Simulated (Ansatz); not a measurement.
# HF/def2-SVP run of CH6NPSi (SMILES C1NP[SiH2]1)

What is the vertical singlet–triplet gap of CH6NPSi at HF/def2-SVP? 

The calculation is run with Ansatz 0.2.0.

102 further runs of the same task are left out: 102 set aside as unsound or not needed. Runs told in other sessions of the task aren't counted.

## Step 1: The molecule

CH6NPSi: 10 atoms, total charge 0, spin state singlet. SMILES: `C1NP[SiH2]1`. The coordinates come from a PBE0-D4/def2-TZVP relaxation.

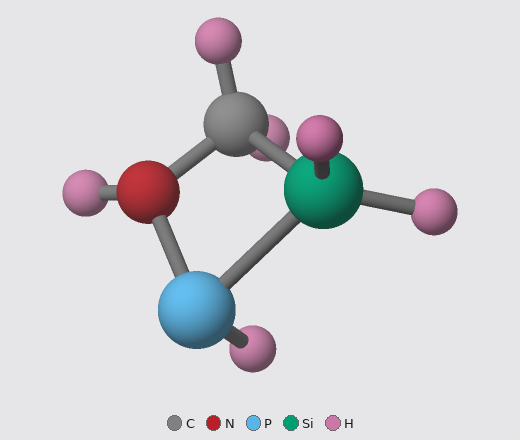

The structure, seen from a chosen angle (carbon grey, nitrogen red, phosphorus blue, silicon teal, hydrogen pink).

## Step 2: The energy at HF/def2-SVP

Contents of run.yaml:

```yaml
crystal:
  periodic: [false, false, false]
  atoms:
    - {symbol: C, position_ang: [-0.518900, 0.753700, -0.280300]}
    - {symbol: N, position_ang: [0.388700, 0.867200, 0.865200]}
    - {symbol: P, position_ang: [0.973900, -0.716000, 1.275900]}
    - {symbol: Si, position_ang: [0.382300, -0.797300, -0.907400]}
    - {symbol: H, position_ang: [-0.525900, 1.647300, -0.910700]}
    - {symbol: H, position_ang: [-1.554200, 0.512400, 0.003600]}
    - {symbol: H, position_ang: [0.126500, 1.500500, 1.609100]}
    - {symbol: H, position_ang: [-0.253100, -1.393600, 1.631500]}
    - {symbol: H, position_ang: [1.493100, -0.499900, -1.848100]}
    - {symbol: H, position_ang: [-0.429200, -1.925500, -1.435800]}
basis:
  gaussian:
    orbitals: def2-SVP
hamiltonian:
  xc: hf
accuracy: high
output:
  orbitals: {seedname: orbitals}
```

Run with:

```
ansatz run run.yaml --threads 1 --pin off --max-ram 3480MiB --events-out events.jsonl --progress --plain --runs-dir runs
```

The program printed:

```text
Warning: RAYON_NUM_THREADS=1 ignored (pool sized by the plan → 1); use --threads N
Functional definition: HF
  name "HF"
  exchange = exact_x
  correlation = 0
2170 factors; integrals over basis functions are off by at most 3.6e-9 eV
mean field evaluation 1: about -19730.8998 eV, gradient 2.6e1 eV
mean field evaluation 2: about -19730.9085 eV, gradient 2.6e1 eV
mean field evaluation 4: about -19733.0026 eV, gradient 3.8e0 eV
mean field evaluation 8: about -19733.0502 eV, gradient 2.4e-4 eV
mean field -19733.05021697 eV, -725.1762199318 hartree, gradient 1.9e-8 eV, S^2 0.000000; 0 other end points of the search recorded, 0 dependent functions left out
reference -19733.05021697 eV, -725.1762199318 hartree; 24, 24 occupied and 70, 70 virtual orbitals, 2170 factors
Total energy: -19733.05021697 eV, -725.1762199318 hartree
```

Wall time 3.6 s (1 thread of Arm Neoverse V2, shared host); peak memory 0.28 GiB.

## Step 3: The triplet

Contents of input.yaml:

```yaml
basis:
  gaussian: {orbitals: def2-SVP}
crystal:
  periodic: [false, false, false]
  atoms:
    - symbol: C
      position_ang: [-0.518900, 0.753700, -0.280300]
    - symbol: N
      position_ang: [0.388700, 0.867200, 0.865200]
    - symbol: P
      position_ang: [0.973900, -0.716000, 1.275900]
    - symbol: Si
      position_ang: [0.382300, -0.797300, -0.907400]
    - symbol: H
      position_ang: [-0.525900, 1.647300, -0.910700]
    - symbol: H
      position_ang: [-1.554200, 0.512400, 0.003600]
    - symbol: H
      position_ang: [0.126500, 1.500500, 1.609100]
    - symbol: H
      position_ang: [-0.253100, -1.393600, 1.631500]
    - symbol: H
      position_ang: [1.493100, -0.499900, -1.848100]
    - symbol: H
      position_ang: [-0.429200, -1.925500, -1.435800]
total_charge: 0
magnetization: {spin_polarized: true, initial_magnetization: 2}
hamiltonian: {xc: hf}
accuracy: high
output: {orbitals: {seedname: orbitals}}
```

Run with:

```
ansatz run input.yaml --threads 1 --pin off --max-ram 3480MiB --events-out events.jsonl --progress --plain --runs-dir runs
```

The program printed:

```text
Warning: RAYON_NUM_THREADS=1 ignored (pool sized by the plan → 1); use --threads N
[... 4 set-up lines as earlier in the session ...]
2170 factors; integrals over basis functions are off by at most 3.6e-9 eV
mean field evaluation 1: about -19724.9565 eV, gradient 2.0e1 eV
mean field evaluation 2: about -19724.9693 eV, gradient 2.0e1 eV
mean field evaluation 4: about -19727.9979 eV, gradient 3.9e0 eV
mean field evaluation 8: about -19728.3772 eV, gradient 4.2e-1 eV
mean field evaluation 16: about -19728.4008 eV, gradient 3.8e-3 eV
mean field evaluation 32: about -19727.3154 eV, gradient 2.6e0 eV
mean field evaluation 64: about -19727.6565 eV, gradient 1.9e0 eV
mean field -19728.40078861 eV, -725.0053565911 hartree, gradient 2.8e-8 eV, S^2 2.019697; 1 other end points of the search recorded, 0 dependent functions left out
reference -19728.40078861 eV, -725.0053565911 hartree; 25, 23 occupied and 69, 71 virtual orbitals, 2170 factors
Total energy: -19728.40078861 eV, -725.0053565911 hartree
```

Wall time 11 s (1 thread of Arm Neoverse V2, shared host); peak memory 0.37 GiB.

## Step 4: Results

Level: HF/def2-SVP.

```
                                        quantity          value
                           singlet: total energy  -725.17622 Eh
                            singlet: HOMO energy       -9.40 eV
                            singlet: LUMO energy        3.50 eV
                          singlet: HOMO–LUMO gap       12.90 eV
                           triplet: total energy  -725.00536 Eh
     triplet: HOMO energy (highest over α and β)       -4.47 eV
      triplet: LUMO energy (lowest over α and β)       -0.17 eV
                                   triplet: ⟨S²⟩          2.020
vertical energy of the triplet above the singlet       4.649 eV
```

At this shape the triplet lies 4.65 eV (449 kJ/mol) above the singlet.
